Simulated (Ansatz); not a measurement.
# FH₆NOSi: a barrier at many levels of theory, part 2 of 2

Ansatz 0.2.0, Gaussian basis. Earlier steps stand in the parts before.

### 6 Vibrations of the end structure

Input file vib-p/in.yaml:

```yaml
crystal:
  periodic: [false, false, false]
  atoms:
    - {symbol: Si, position_ang: [-0.887404, 0.042255, 0.530165]}
    - {symbol: F, position_ang: [2.207571, -0.552881, -0.118850]}
    - {symbol: H, position_ang: [-1.327911, -1.369519, 0.659573]}
    - {symbol: H, position_ang: [-2.031589, 0.972034, 0.666226]}
    - {symbol: O, position_ang: [0.209297, 0.511998, 1.640137]}
    - {symbol: H, position_ang: [1.400583, -0.337253, -0.607609]}
    - {symbol: N, position_ang: [-0.129797, 0.104032, -1.055765]}
    - {symbol: H, position_ang: [1.098292, 0.157068, 1.510221]}
    - {symbol: H, position_ang: [-0.492801, -0.545767, -1.741187]}
    - {symbol: H, position_ang: [-0.046343, 1.018036, -1.483010]}
basis:
  gaussian: {orbitals: def2-TZVP}
hamiltonian: {xc: pbe0, dispersion: d4}
phonons: {temperatures: {t_min: 298.15, t_max: 900, t_step: 200}}
```

The program printed, shortened:

```text
Functional definition: PBE0
  name "PBE0"
  cite "Adamo & Barone, J. Chem. Phys. 110, 6158 (1999) doi:10.1063/1.478522"
  cite "Perdew, Burke & Ernzerhof, Phys. Rev. Lett. 77, 3865 (1996) doi:10.1103/PhysRevLett.77.3865"
  parent pbe
[...]
994 factors; their error is unknown
[...]
mean field -14225.06257041 eV, -522.7614073687 hartree, gradient 1.2e-5 eV, S^2 0.000000; 0 other end points of the search recorded, 0 dependent functions left out
[...]
reference -14225.06259762 eV, -522.7614083689 hartree; 22, 22 occupied and 144, 144 virtual orbitals, 994 factors
[... from here to the last solve, the lines of the solves are left out (59 solves) ...]
994 factors; their error is unknown
mean field -14225.06254135 eV, -522.7614063008 hartree, gradient 1.6e-6 eV, S^2 0.000000; 0 other end points of the search recorded, 0 dependent functions left out
[...]
Atom 2 at    -1.327911    -1.369519     0.659573 Å, force    -0.000035     0.000888    -0.000098 eV/Å
Atom 3 at    -2.031589     0.972034     0.666226 Å, force    -0.000060     0.000278     0.000185 eV/Å
Atom 4 at     0.209297     0.511998     1.640137 Å, force    -0.000726     0.001444     0.002114 eV/Å
Atom 5 at     1.400583    -0.337253    -0.607609 Å, force    -0.000701     0.000127    -0.000532 eV/Å
Atom 6 at    -0.129797     0.104032    -1.055765 Å, force    -0.000170     0.000494     0.000494 eV/Å
Atom 7 at     1.098292     0.157068     1.510221 Å, force     0.001369    -0.000303    -0.000270 eV/Å
Atom 8 at    -0.492801    -0.545767    -1.741187 Å, force    -0.000052    -0.000128    -0.000206 eV/Å
Atom 9 at    -0.046343     1.018036    -1.483010 Å, force     0.000109    -0.000200    -0.000121 eV/Å
Dipole moment:    -0.479565     0.068975    -0.541688 e Å
Vibrations: 86.50 137.14 249.11 297.57 384.01 503.46 584.59 678.73 744.51 763.20 872.75 903.26 953.08 971.56 985.36 1034.45 1093.31 1583.56 2233.19 2253.82 3136.97 3551.60 3637.99 3797.94 cm⁻¹, zero-point energy 1.948888 eV
```

Wall time 68 s (4 threads, shared host); peak memory 0.35 GiB.

Wavenumbers and character of the modes:

```
mode  wavenumber (cm⁻¹)                                                            character
   1                 86                                                              torsion
   2                137  not assigned (largely outside the bonds, angles and torsions drawn)
   3                249                                                    bend with torsion
   4                298                                                    torsion with bend
   5                384                                                              torsion
   6                503                                                              torsion
   7                585                                                    bend with torsion
   8                679                                                    torsion with bend
   9                745                                                    bend with torsion
  10                763                                                         Si–N stretch
  11                873                                                    bend with torsion
  12                903                                               bend with Si–O stretch
  13                953                                               bend with Si–O stretch
  14                972                                                                 bend
  15                985                                                    bend with torsion
  16               1034  not assigned (largely outside the bonds, angles and torsions drawn)
  17               1093  not assigned (largely outside the bonds, angles and torsions drawn)
  18               1584                                                                 bend
  19               2233                                                         Si–H stretch
  20               2254                                                         Si–H stretch
  21               3137                                                          F–H stretch
  22               3552                                                          N–H stretch
  23               3638                                                          N–H stretch
  24               3798                                                          O–H stretch
```

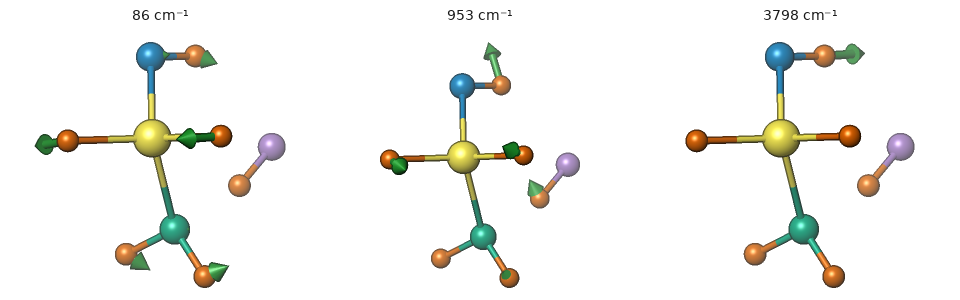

Displacements of 3 modes, as arrows.

Vibrational sums (real modes only):

```
T (K)  entropy (J/mol/K)  heat capacity (J/mol/K)
  298               56.5                     68.7
  498              101.1                    105.2
  698              140.4                    126.9
  898              174.2                    141.7
```

### 7 The ladder

Levels not printed above were run the same way.

The basis limit takes Hartree-Fock with exponent 7.88 and MP2 correlation with exponent 2.97 from the triple- and quadruple-zeta runs, and adds the coupled-cluster step over MP2 from triple zeta. Where a quadruple-zeta run was CCSD(T), only its Hartree-Fock and MP2 parts are used.

Rows are in def2-TZVPP; times add the 3 runs of a level on a shared host, so small differences are noise.

The saddle's own vibrations were run with its search: 442i cm⁻¹, zero-point energy 1.932 eV.

The barrier:

Differences are taken before rounding.

```
      method                    rung  barrier (kJ/mol)  from CCSD(T)/CBS (kJ/mol)     time
       SPW92                     LDA              67.5                      -55.4    2.3 s
      PBE-D4                     GGA              95.8                      -27.1    3.6 s
     BLYP-D4                     GGA             110.2                      -12.7      4 s
   r2SCAN-D4                meta-GGA             108.6                      -14.2      8 s
      B97M-V                meta-GGA             125.1                       +2.2     16 s
     PBE0-D4                  hybrid             108.7                      -14.2      5 s
    B3LYP-D4                  hybrid             118.7                       -4.2    4.7 s
  r2SCAN0-D4                  hybrid             117.0                       -5.9    8.5 s
    BHLYP-D4                  hybrid             133.2                      +10.3    4.5 s
CAM-B3LYP-D4  range-separated hybrid             116.8                       -6.0    5.4 s
     wB97X-V  range-separated hybrid             117.6                       -5.3     13 s
     wB97M-V  range-separated hybrid             117.9                       -4.9     16 s
      B2PLYP           double hybrid             122.4                       -0.5    9.4 s
    PBE-QIDH           double hybrid             117.7                       -5.2    9.6 s
  RPA on PBE                     RPA             126.2                       +3.4    9.4 s
Hartree-Fock            wavefunction             171.7                      +48.9         
         MP2            wavefunction             120.5                       -2.3         
        CCSD            wavefunction             133.1                      +10.2         
     CCSD(T)            wavefunction             125.1                       +2.2  3.4 min
 CCSD(T)/CBS                                     122.9                          0  3.9 min
```

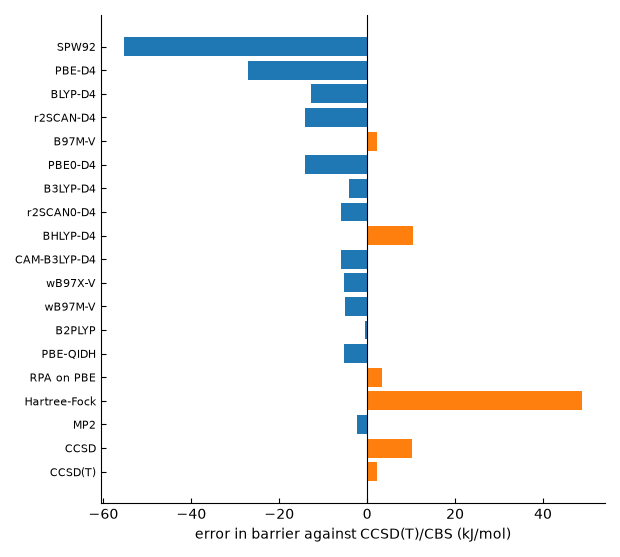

Deviations from CCSD(T)/CBS, method by method.

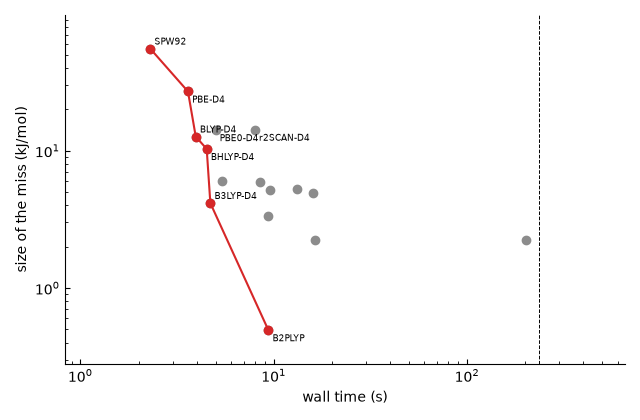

Miss against cost. Red marks the levels that no quicker level drawn beats (of those quicker than the yardstick), and the dashed line is the time of CCSD(T)/CBS. Only those levels and the largest misses are named. Times are from a shared host.

B2PLYP reaches 0.5 kJ/mol from the reference in 9.4 s, where CCSD(T)/CBS took 3.9 min; the quickest level in the cost chart, SPW92, takes 2.3 s and misses by 55.4 kJ/mol.

The step energy:

Differences are taken before rounding.

```
      method                    rung  step energy (kJ/mol)  from CCSD(T)/CBS (kJ/mol)
       SPW92                     LDA                  30.4                      -26.6
      PBE-D4                     GGA                  44.9                      -12.2
     BLYP-D4                     GGA                  51.8                       -5.3
   r2SCAN-D4                meta-GGA                  53.8                       -3.2
      B97M-V                meta-GGA                  63.9                       +6.8
     PBE0-D4                  hybrid                  48.9                       -8.1
    B3LYP-D4                  hybrid                  54.6                       -2.5
  r2SCAN0-D4                  hybrid                  55.1                       -1.9
    BHLYP-D4                  hybrid                  61.0                       +3.9
CAM-B3LYP-D4  range-separated hybrid                  54.7                       -2.4
     wB97X-V  range-separated hybrid                  56.8                       -0.2
     wB97M-V  range-separated hybrid                  58.7                       +1.6
      B2PLYP           double hybrid                  57.6                       +0.5
    PBE-QIDH           double hybrid                  53.5                       -3.5
  RPA on PBE                     RPA                  60.6                       +3.5
Hartree-Fock            wavefunction                  77.8                      +20.7
         MP2            wavefunction                  55.1                       -2.0
        CCSD            wavefunction                  61.1                       +4.0
     CCSD(T)            wavefunction                  57.7                       +0.7
 CCSD(T)/CBS                                          57.1                          0
```

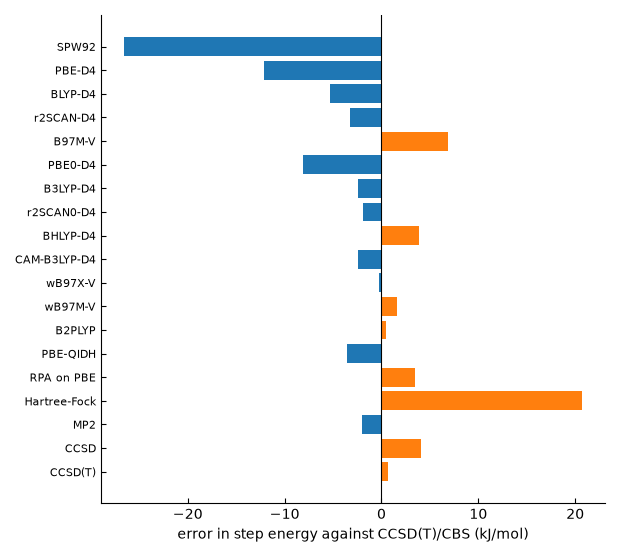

Error of each method against CCSD(T)/CBS.

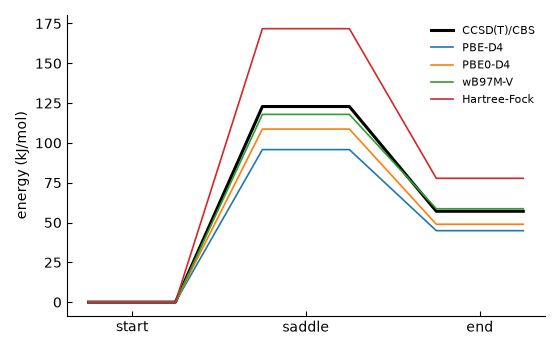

Energy profile at a few levels.

### 8 Outcome

The summary covers parts 1 to 2.

| quantity | value |
| --- | --- |
| barrier, CCSD(T)/CBS | 122.9 kJ/mol |
| reverse barrier, CCSD(T)/CBS | 65.8 kJ/mol |
| step energy, CCSD(T)/CBS | +57.1 kJ/mol |
| barrier with zero-point energy | 122.0 kJ/mol |
| step energy with zero-point energy | +57.8 kJ/mol |
| imaginary mode at the saddle | 442i cm⁻¹ |
| largest T1 diagnostic | 0.012 |

**Reading.** Among the functionals B2PLYP lands nearest to CCSD(T)/CBS (-0.5 kJ/mol) and SPW92 farthest (-55.4 kJ/mol). By rung, the mean size of the error is: LDA 55.4, GGA 19.9, meta-GGA 8.2, hybrid 8.6, range-separated hybrid 5.4, double hybrid 2.8 kJ/mol. PBE-D4 gives a barrier 27.1 kJ/mol too low, outside chemical accuracy (1 kcal/mol, 4.2 kJ/mol). The barrier rises with the share of exact exchange, from BLYP-D4 through B3LYP-D4 to BHLYP-D4 (-12.7, -4.2, +10.3 kJ/mol). Hartree-Fock, with no correlation, is off by +48.9 kJ/mol. Zero-point motion lowers the barrier by 0.8 kJ/mol.
